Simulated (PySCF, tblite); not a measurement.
# C2H7BClN3: geometry, infrared bands and NMR shifts

Wanted: the infrared bands and NMR shifts of C2H7BClN3 (`C[NH2+][B@@-](N)(Cl)C#N`), by calculation.

The runs use tblite 0.8.0 and PySCF 2.14.0, with density-fitted response routines of our own; the level of theory stands in each step. All values are computed, except where a source is named. Atoms are numbered from 0 throughout.

### Step 1. The molecule as given

14 atoms, charge 0, multiplicity 1; geometry from: force field or distance geometry start.

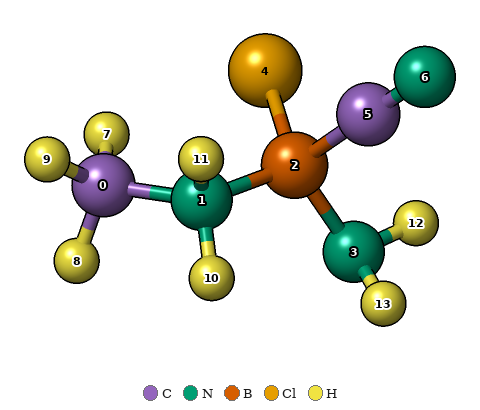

The starting geometry (carbon purple, nitrogen teal, boron orange, chlorine amber, hydrogen yellow), atoms numbered; sticks join atoms by distance.

### Step 2. Relaxing the molecule with GFN2-xTB

What the job is given:

```
{"job": {"kind": "relax", "xc": "GFN2-xTB", "basis": "xTB"}, "charge": 0, "multiplicity": 1}
C     -1.809000    -0.243900     0.347300
N     -0.585700     0.507800     0.275500
B      0.585500    -0.217500    -0.347800
N      1.592100    -0.730000     0.644300
Cl     0.113300    -1.628000    -1.425800
C      1.315000     0.846900    -1.212900
N      1.879600     1.630800    -1.854100
H     -1.808900    -1.141900    -0.268100
H     -1.947500    -0.550400     1.387400
H     -2.652900     0.469000     0.115600
H     -0.301000     0.820900     1.237600
H     -0.766300     1.374600    -0.281500
H      2.360800    -1.187500     0.156600
H      2.024400     0.048600     1.203700
```

The run is started by

```bash
OMP_NUM_THREADS=1 python probes_run.py task.json out
```

This one command runs all jobs of the session in turn.

What it wrote:

```text
step      E/eV     max force
  0    -608.73911    2.704
  1    -608.93315    4.688
  2    -608.89499    5.240
  3    -609.09431    1.559
  4    -609.13449    0.676
  5    -609.18864    1.244
  6    -609.21754    0.652
  7    -609.23232    0.384
  8    -609.24612    0.355
  9    -609.25702    0.435
 10    -609.26392    0.284
 11    -609.26925    0.194
 12    -609.27543    0.343
 13    -609.28351    0.476
 14    -609.29235    0.377
 15    -609.30033    0.254
 16    -609.30891    0.272
 17    -609.32004    0.564
 18    -609.33165    0.672
 19    -609.34099    0.485
 20    -609.34897    0.671
 21    -609.35937    0.288
 22    -609.37165    0.413
 23    -609.38434    0.346
 24    -609.39327    0.295
 25    -609.40109    0.274
 26    -609.40904    0.430
 27    -609.42084    0.310
 28    -609.43339    0.318
 29    -609.44654    0.387
 30    -609.45313    0.607
 31    -609.46968    0.394
 32    -609.48472    0.244
 33    -609.49494    0.283
 34    -609.50073    0.258
 35    -609.50688    0.237
 36    -609.51259    0.172
 37    -609.51451    0.128
 38    -609.51613    0.134
 39    -609.51752    0.100
 40    -609.52045    0.161
 41    -609.52279    0.127
 42    -609.52564    0.141
 43    -609.52763    0.232
 44    -609.52985    0.273
 45    -609.53334    0.316
 46    -609.53717    0.319
 47    -609.54094    0.179
 48    -609.54341    0.115
 49    -609.54584    0.103
 50    -609.54690    0.088
 51    -609.54870    0.102
 52    -609.54970    0.083
 53    -609.55096    0.115
 54    -609.55242    0.119
 55    -609.55426    0.118
 56    -609.55574    0.088
 57    -609.55695    0.111
 58    -609.55791    0.106
 59    -609.55914    0.096
 60    -609.56055    0.106
 61    -609.56250    0.106
 62    -609.56417    0.095
 63    -609.56544    0.076
 64    -609.56631    0.068
 65    -609.56706    0.058
 66    -609.56776    0.069
 67    -609.56847    0.077
 68    -609.56911    0.077
 69    -609.56974    0.081
 70    -609.57045    0.083
 71    -609.57135    0.094
 72    -609.57264    0.097
 73    -609.57410    0.091
 74    -609.57524    0.081
 75    -609.57608    0.077
 76    -609.57697    0.075
 77    -609.57808    0.105
 78    -609.57911    0.079
 79    -609.57983    0.084
 80    -609.58041    0.076
 81    -609.58124    0.072
 82    -609.58284    0.119
 83    -609.58557    0.227
 84    -609.58771    0.154
 85    -609.58854    0.438
 86    -609.59088    0.169
 87    -609.59189    0.084
 88    -609.59282    0.192
 89    -609.59392    0.124
 90    -609.59472    0.081
 91    -609.59534    0.067
 92    -609.59608    0.090
 93    -609.59744    0.063
 94    -609.59967    0.145
 95    -609.60133    0.223
 96    -609.60353    0.258
 97    -609.60570    0.225
 98    -609.60827    0.178
 99    -609.61033    0.138
100    -609.61123    0.185
101    -609.61286    0.158
102    -609.61349    0.141
103    -609.61411    0.090
104    -609.61446    0.074
105    -609.61479    0.051
106    -609.61492    0.040
107    -609.61503    0.036
108    -609.61512    0.037
109    -609.61519    0.025
110    -609.61524    0.015
111    -609.61529    0.021
112    -609.61537    0.031
113    -609.61545    0.040
114    -609.61552    0.034
115    -609.61558    0.031
116    -609.61563    0.020
117    -609.61568    0.022
118    -609.61575    0.029
119    -609.61585    0.036
120    -609.61598    0.041
121    -609.61612    0.046
122    -609.61629    0.045
123    -609.61645    0.032
124    -609.61657    0.030
125    -609.61664    0.018
126    -609.61668    0.016
127    -609.61670    0.011
128    -609.61672    0.012
129    -609.61674    0.015
130    -609.61677    0.017
131    -609.61679    0.015
132    -609.61681    0.009
```

Run time: 6.8 s. Hardware: 1 thread of Intel Xeon at 2.50GHz, shared host; peak memory 0.18 GiB.

Step by step: (not every step is listed) (the energy doesn't fall at every step)

```tsv
step	energy from step 0 (eV)	largest force (eV/Å)
0	0.0000	2.7035
1	-0.1940	4.6881
2	-0.1559	5.2401
3	-0.3552	1.5587
4	-0.3954	0.6759
5	-0.4495	1.2436
6	-0.4784	0.6522
7	-0.4932	0.3836
8	-0.5070	0.3550
19	-0.6019	0.4853
30	-0.7140	0.6067
41	-0.7837	0.1265
52	-0.8106	0.0828
63	-0.8263	0.0761
74	-0.8361	0.0808
85	-0.8494	0.4383
96	-0.8644	0.2581
107	-0.8759	0.0361
118	-0.8766	0.0287
127	-0.8776	0.0114
128	-0.8776	0.0121
129	-0.8776	0.0153
130	-0.8777	0.0175
131	-0.8777	0.0147
132	-0.8777	0.0094
```

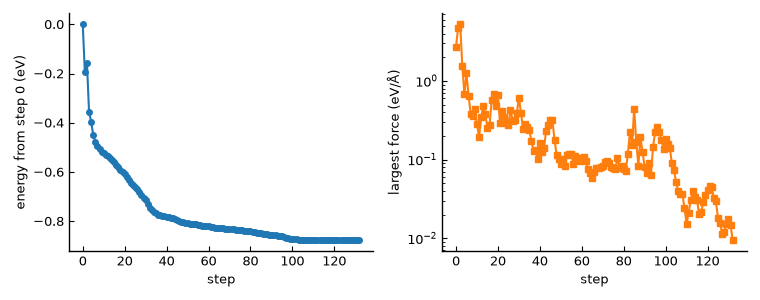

Energy and force, step by step.

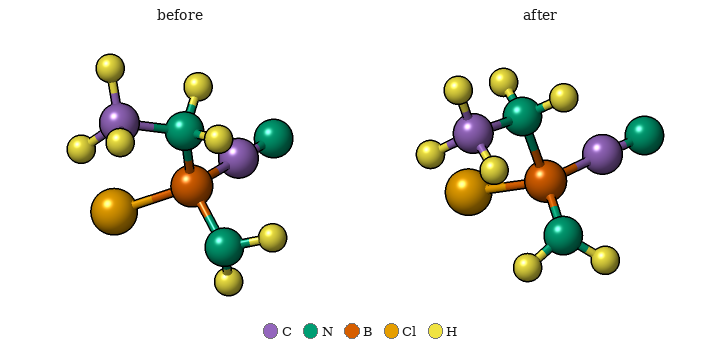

The geometry before (left) and after (right).

Close pairs (by a distance rule), those that changed most:

```tsv
bond	before (Å)	after (Å)	change (Å)
N1–B2	1.512	1.694	+0.182
B2–Cl4	1.837	1.886	+0.049
B2–N3	1.503	1.455	-0.048
N3–H13	1.052	1.006	-0.046
C0–H9	1.129	1.090	-0.039
N1–H10	1.051	1.018	-0.033
N1–H11	1.046	1.019	-0.027
C0–N1	1.438	1.464	+0.026
```

The end geometry stands in the next job.

### Step 3. Infrared spectrum with GFN2-xTB

What the job is given:

```
{"job": {"kind": "ir", "xc": "GFN2-xTB", "basis": "xTB"}, "charge": 0, "multiplicity": 1}
C     -1.606177    -0.319376     0.651600
N     -0.736429     0.611469    -0.069232
B      0.759854    -0.051829    -0.504946
N      1.345440    -0.665438     0.677629
Cl     0.208855    -1.224830    -1.875654
C      1.564940     1.129023    -1.109538
N      2.176075     1.987654    -1.563075
H     -1.753863    -1.199827     0.029382
H     -1.110044    -0.618309     1.571926
H     -2.571012     0.131746     0.883242
H     -0.554567     1.439655     0.494221
H     -1.176185     0.894762    -0.943256
H      1.137604    -1.633241     0.861668
H      2.314830    -0.481930     0.873866
```

What it wrote:

```text
mode    cm-1     km/mol
  1      73.9      2.81
  2     101.3     11.59
  3     121.6      3.74
  4     169.3      5.70
  5     204.9     14.66
  6     219.4      2.56
  7     268.7      9.45
  8     292.3      9.08
  9     359.2     12.44
 10     393.3      9.17
 11     434.1     30.50
 12     517.8     10.82
 13     529.8     56.06
 14     627.9    181.39
 15     737.1    250.72
 16     792.0     11.43
 17     969.3     12.96
 18    1009.9    104.97
 19    1046.3    120.16
 20    1085.8     30.27
 21    1155.9    104.88
 22    1221.4     77.95
 23    1253.2      1.31
 24    1397.1     14.93
 25    1459.4      4.91
 26    1475.5     65.18
 27    1480.4     15.65
 28    1552.3     60.59
 29    2366.5     64.18
 30    3012.1     31.61
 31    3048.5      4.90
 32    3056.0      2.56
 33    3344.5     17.49
 34    3359.4      5.49
 35    3500.5      1.38
 36    3526.0      0.33
```

Run time: 1.6 s. Hardware: 1 thread of Intel Xeon at 2.50GHz, shared host; peak memory 0.18 GiB.

The strongest bands and the atoms that carry them (share of the mass-weighted mode):

```tsv
cm⁻¹	km/mol	atoms
628	181.4	B2 25 %, N3 22 %, H13 16 %, N1 11 %
737	250.7	H10 22 %, H11 22 %, N1 15 %, B2 15 %
1010	105.0	B2 35 %, H13 24 %, N3 12 %, H12 11 %
1046	120.2	H9 27 %, H10 20 %, H11 17 %
1156	104.9	B2 60 %, N3 15 %
1221	78.0	H10 24 %, H11 24 %, N1 18 %, H9 12 %
1476	65.2	H7 23 %, H8 22 %, H11 19 %, H10 19 %
2366	64.2	C5 58 %, N6 41 %
```

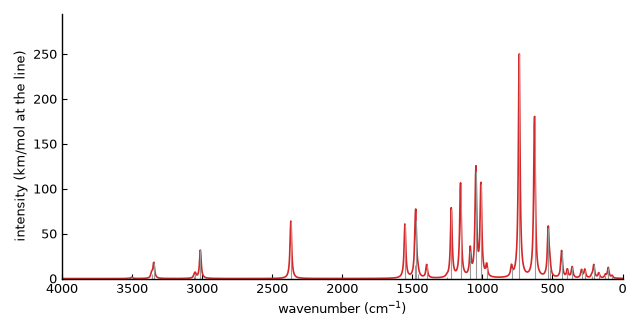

The infrared spectrum from these modes, unscaled. Lines are broadened to a width of 14 cm⁻¹ (Lorentzian).

### Step 4. Shielding tensors: PBE0/pcSseg-1

Settings changed since step 3:

```diff
@@ -1,2 +1,2 @@
-{"job": {"kind": "ir", "xc": "GFN2-xTB", "basis": "xTB"}, "charge": 0, "multiplicity": 1}
+{"job": {"kind": "nmr", "xc": "PBE0", "basis": "pcSseg-1"}, "charge": 0, "multiplicity": 1}
 C     -1.606177    -0.319376     0.651600
```

With the program's defaults for keys left out, this is: GIAO PBE0/pcSseg-1 NMR shielding, non-relativistic, gas phase.

What it wrote:

```text
coarse grid: 12408 points
cycle   1  E = -729.2067941559  dE =  7.140e-01  |g| = 5.343e-01  |ddm| = 3.231e+00
cycle   2  E = -729.1341164678  dE =  7.268e-02  |g| = 8.226e-01  |ddm| = 1.195e+00
cycle   3  E = -729.2700237962  dE = -1.359e-01  |g| = 2.086e-01  |ddm| = 6.367e-01
cycle   4  E = -729.2788182613  dE = -8.794e-03  |g| = 6.414e-02  |ddm| = 1.658e-01
cycle   5  E = -729.2796279331  dE = -8.097e-04  |g| = 1.696e-02  |ddm| = 5.194e-02
cycle   6  E = -729.2796883486  dE = -6.042e-05  |g| = 2.406e-03  |ddm| = 1.627e-02
cycle   7  E = -729.2796892603  dE = -9.118e-07  |g| = 8.997e-04  |ddm| = 2.736e-03
final grid: 115952 points
cycle   8  E = -729.3105831123  dE = -4.240e-05  |g| = 8.542e-03  |ddm| = 2.525e-02
cycle   9  E = -729.3105766591  dE =  6.453e-06  |g| = 1.014e-02  |ddm| = 1.436e-02
cycle  10  E = -729.3105981540  dE = -2.149e-05  |g| = 1.073e-03  |ddm| = 7.968e-03
cycle  11  E = -729.3105983745  dE = -2.205e-07  |g| = 2.404e-04  |ddm| = 1.119e-03
cycle  12  E = -729.3105983833  dE = -8.820e-09  |g| = 1.378e-04  |ddm| = 2.175e-04
cycle  13  E = -729.3105983869  dE = -3.536e-09  |g| = 5.715e-05  |ddm| = 1.055e-04
cycle  14  E = -729.3105983875  dE = -6.874e-10  |g| = 8.733e-06  |ddm| = 3.831e-05
converged SCF energy = -729.3105983875

GIAO shielding tensors (ppm)
atom      isotropic    diamagn.    paramagn.     s11        s22        s33       span
  0 C      162.363     245.724     -83.361    147.048    151.600    188.442     41.393
  1 N      190.230     321.510    -131.279    154.931    205.609    210.150     55.218
  2 B      109.107     183.595     -74.488     91.704    112.915    122.701     30.998
  3 N      229.919     314.133     -84.214    197.150    238.993    253.614     56.464
  4 Cl     896.651    1148.374    -251.723    747.802    888.675   1053.476    305.674
  5 C       55.571     262.014    -206.443    -65.711    -61.436    293.859    359.570
  6 N      -67.609     338.876    -406.484   -245.874   -235.576    278.624    524.497
  7 H       28.537      29.101      -0.564     22.610     29.962     33.038     10.428
  8 H       28.797      29.333      -0.536     23.590     28.591     34.208     10.618
  9 H       29.424      27.740       1.684     24.315     26.765     37.191     12.876
 10 H       29.167      32.405      -3.238     22.351     27.244     37.905     15.554
 11 H       28.909      32.192      -3.283     24.189     26.257     36.280     12.091
 12 H       31.335      30.650       0.685     24.608     28.973     40.424     15.816
 13 H       30.530      29.537       0.993     23.414     26.811     41.365     17.950
```

Run time: 2.1 min. Hardware: 1 thread of Intel Xeon at 2.50GHz, shared host; peak memory 0.73 GiB.

The references, computed at this level on geometries of the same kind, shield at (ppm): ¹H TMS 31.72, ¹³C TMS 186.9, ¹⁵N NH3 267.7, ¹¹B BF3·OEt2 100.1, ³⁵Cl HCl 950. Their shielding less the atom's gives the shift. The references are single molecules in the gas phase, so shifts against H2O, NH3, PH3, H3PO4 or CFCl3 are not on the usual liquid scales and can be off by tens of ppm. Atoms listed in one row are averaged.

```tsv
atoms	environment	σ (ppm)	δ (ppm)	δ scaled to CDCl3
C5	nitrile carbon	55.6	131.4	126.3
C0	methyl carbon bonded to N	162.4	24.6	22.1
H11	hydrogen on a donor nitrogen of a Lewis adduct	28.91	2.81	–
H7, H8, H9	hydrogen on a methyl carbon bonded to N	28.92	2.80	2.74
H10	hydrogen on a donor nitrogen of a Lewis adduct	29.17	2.55	–
H12, H13	hydrogen on a nitrogen bonded to B	30.93	0.78	–
N6	nitrile nitrogen	-67.6	335.3	–
N1	donor nitrogen of a Lewis adduct	190.2	77.5	–
N3	nitrogen bonded to B, 2 H	229.9	37.8	–
B2	boron bonded to C, Cl, 2 N	109.1	-9.0	–
Cl4	chlorine bonded to B	897	53	–
```

The scaled column applies a straight-line fit of computed shieldings to shifts measured in CDCl3, with any fitted terms for Cl, Br or S neighbours (root-mean-square error 0.16 ppm for H, 1.9 ppm for C).

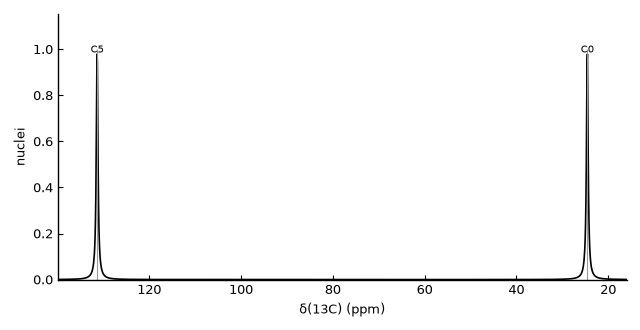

¹³C lines at the computed shifts, without couplings. Lines are broadened to a width of 0.43 ppm (Lorentzian).

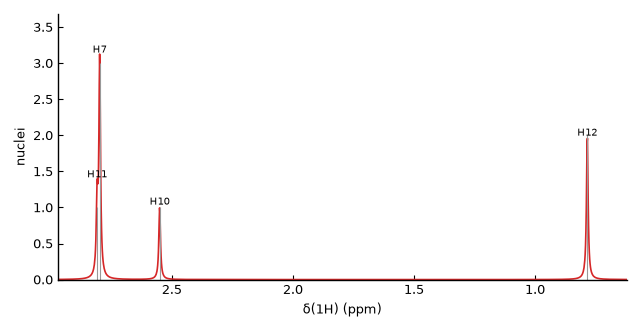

¹H lines at the computed shifts, without couplings. Lines are broadened to a width of 0.01 ppm (Lorentzian).

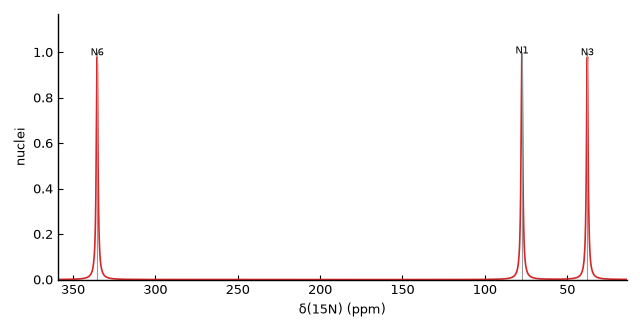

¹⁵N lines at the computed shifts, without couplings. Lines are broadened to a width of 1 ppm (Lorentzian).

Charges from the same density, by scheme (e):

```tsv
atoms	Mulliken	IAO	Hirshfeld	ESP fit
C0	-0.15	-0.32	-0.05	-0.05
N1	-0.43	-0.31	-0.05	-0.34
B2	0.56	0.15	0.14	0.27
N3	-0.51	-0.66	-0.30	-0.97
Cl4	-0.35	-0.27	-0.19	-0.31
C5	-0.14	0.02	-0.02	0.26
N6	-0.25	-0.24	-0.23	-0.45
```

ESP fit charges:

C0 -0.05; N1 -0.34; B2 0.27; N3 -0.97; Cl4 -0.31; C5 0.26; N6 -0.45; H7 0.10; H8 0.09; H9 0.07; H10 0.31; H11 0.27; H12 0.37; H13 0.39

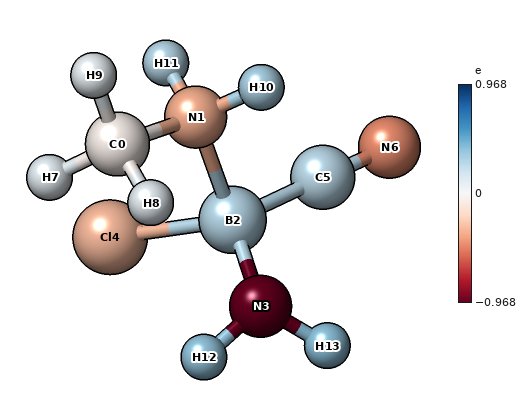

ESP fit charges, as colours on the atoms.

Mayer bond orders: C0–N1 0.95, N1–B2 0.51, B2–N3 1.16, B2–Cl4 0.91, B2–C5 0.83, C5–N6 2.95.

The fields below are evaluated on a grid from the run's orbitals.

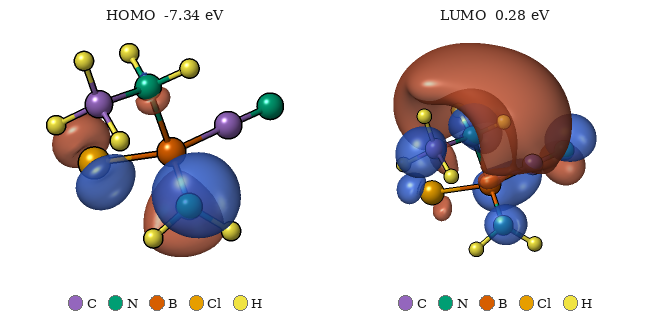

PBE0/pcSseg-1 orbitals near the gap, drawn at the value that encloses 70 % of each; the two colours are the two signs.

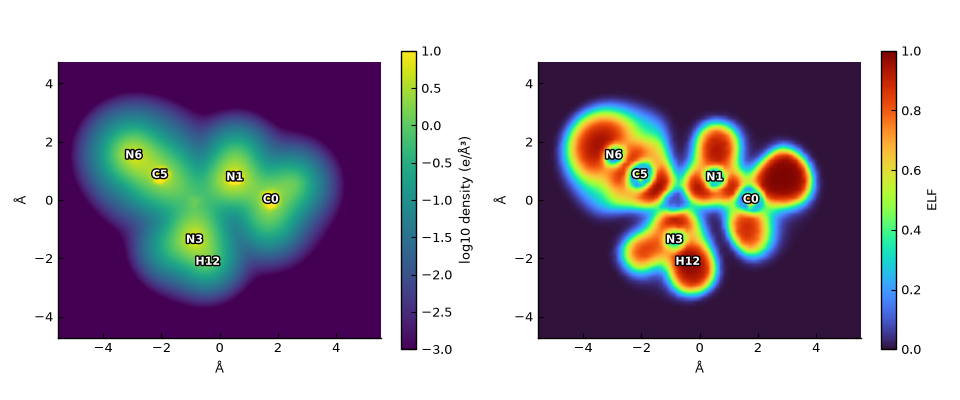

Density (left) and ELF (right) in a plane through or near 6 of the atoms.

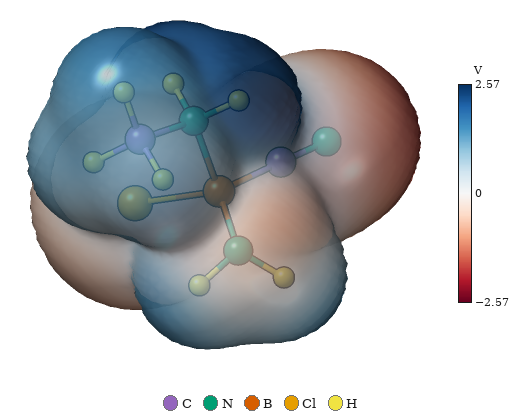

The potential that a unit positive charge feels on the 0.002 e/bohr³ surface, from the 1st to the 99th percentile, from -1.99 V near N6 to 2.57 V near H10.

### Step 5. Outcome

```
                                                              quantity                       value
                             strongest single infrared mode (GFN2-xTB)        737 cm⁻¹, 251 km/mol
                                          zero-point energy (GFN2-xTB)               66.0 kcal/mol
                                ¹³C shifts against TMS (PBE0/pcSseg-1)             131.4, 24.6 ppm
¹H shifts against TMS (PBE0/pcSseg-1, means over atoms taken as alike)  2.81, 2.80, 2.55, 0.78 ppm
                                ¹⁵N shifts against NH3 (PBE0/pcSseg-1)       335.3, 77.5, 37.8 ppm
                           ¹¹B shifts against BF3·OEt2 (PBE0/pcSseg-1)                    -9.0 ppm
                               ³⁵Cl shifts against HCl (PBE0/pcSseg-1)                      53 ppm
                                 surface potential, 1st and 99th percentile          -1.99 V and 2.57 V
```

**Reading.** Over 132 steps the energy fell by 0.878 eV; of the close pairs, N1–B2 changed most, 1.512 to 1.694 Å. All 36 modes are real, so the xTB geometry is a minimum. The strongest single mode, at 737 cm⁻¹, is carried by H10, H11, N1, B2. GFN2-xTB is a fitted tight-binding method: band positions and strengths are rough. Its intensities can rank the bands wrongly. At PBE0/pcSseg-1: The widest tensor belongs to N6: span 524 ppm, with a paramagnetic part of -406 ppm.
